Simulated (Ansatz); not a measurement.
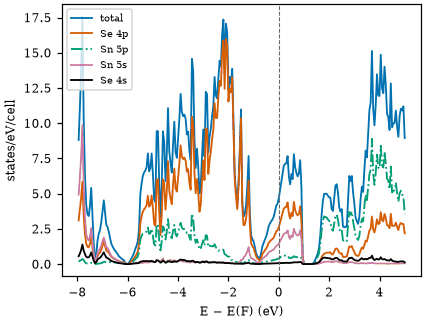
Total and projected density of states of Sn₅Se₈ in space group P-3m1 (No. 164; Pearson symbol hP13), the program Ansatz at the r²SCAN level (PAW)

**Question.** Which orbitals carry the states next to the Fermi level?

**Answer.** Within 0.5 eV of the Fermi level: Se 4p 56 %, Sn 5s 31 %, Sn 5p 8 %. Projections are on Löwdin-orthogonalised atomic valence shells; empty p or d shells of many metals are not among them.

The start of the workflow was typed in or built on a structure type; neither database checked (COD, Materials Project) lists it. Its standing as an ambient phase is unchecked. Symmetry was held in the r²SCAN relaxation; its stability against distortions is not shown here. Scalar-relativistic: spin–orbit coupling is off unless named, which matters more the heavier the elements.

Potentials: the earlier of the program's two PAW sets. The files were generated under PBE; for other functionals the program regenerates the frozen cores, and for LDA and PBEsol the local potential too.
